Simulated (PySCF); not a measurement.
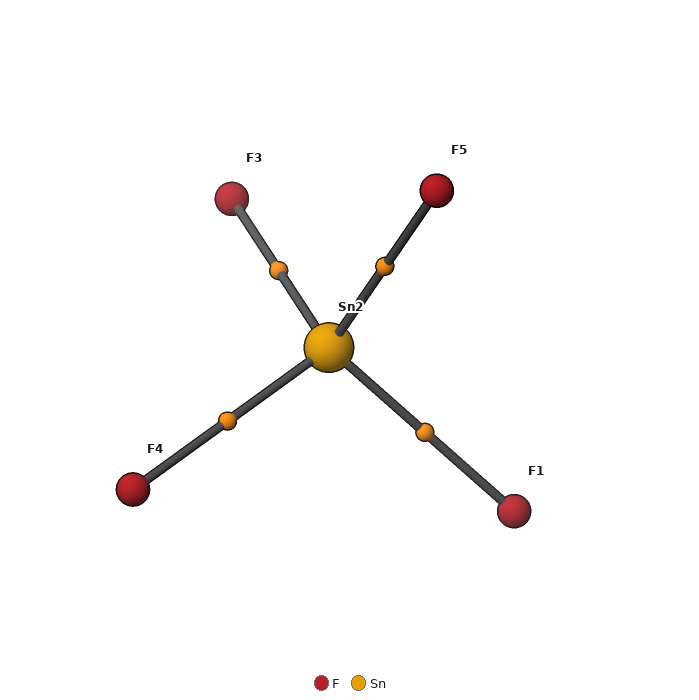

F₄Sn, SMILES `F[Sn](F)(F)F`. Molecular graph of the electron density (QTAIM): bond paths, bond critical points (orange), ring points (yellow, if any); weak paths are dashed.

PySCF calculation, PBE0/def2-TZVP, gas phase; geometry: GFN2-xTB. Core potentials replace the inner electrons of Sn; spin–orbit coupling isn't included. No frequency check shows the geometry to be a minimum. GFN2-xTB bond lengths at metals and heavier atoms can be off by up to 0.1 Å and shapes distorted, which carries into these values.

Coordinates in Å:

```
F1       1.0671   -1.1440   -1.1049
Sn2      0.0000    0.0000    0.0000
F3      -1.0673    1.1440   -1.1049
F4      -1.1451   -1.0662    1.1048
F5       1.1450    1.0662    1.1048
```

Q: How many critical points of each kind are there, and does the count close?

A: 5 nuclei, 4 bond, 0 ring and 0 cage critical points: 5 − 4 + 0 − 0 = 1, as the Poincaré–Hopf relation requires.

Q: Give the properties at the bond critical points.

A:
| bond | length (Å) | ρ (a.u.) | ∇²ρ (a.u.) | ε | H (a.u.) |
| --- | --- | --- | --- | --- | --- |
| F1–Sn2 (4 alike) | 1.915 | 0.126 | +0.60 | 0.00 | −0.041 |

Q: What kind of interaction is F1–Sn2?

A: Polar or intermediate (positive Laplacian, negative energy density H): ρ = 0.126, ∇²ρ = +0.60, H = −0.041 a.u.

The PySCF run took 11 s on 1 thread of Intel(R) Xeon(R) Platinum 8375C CPU @ 2.90GHz (Ice Lake), on a shared host, peak memory 0.63 GiB.
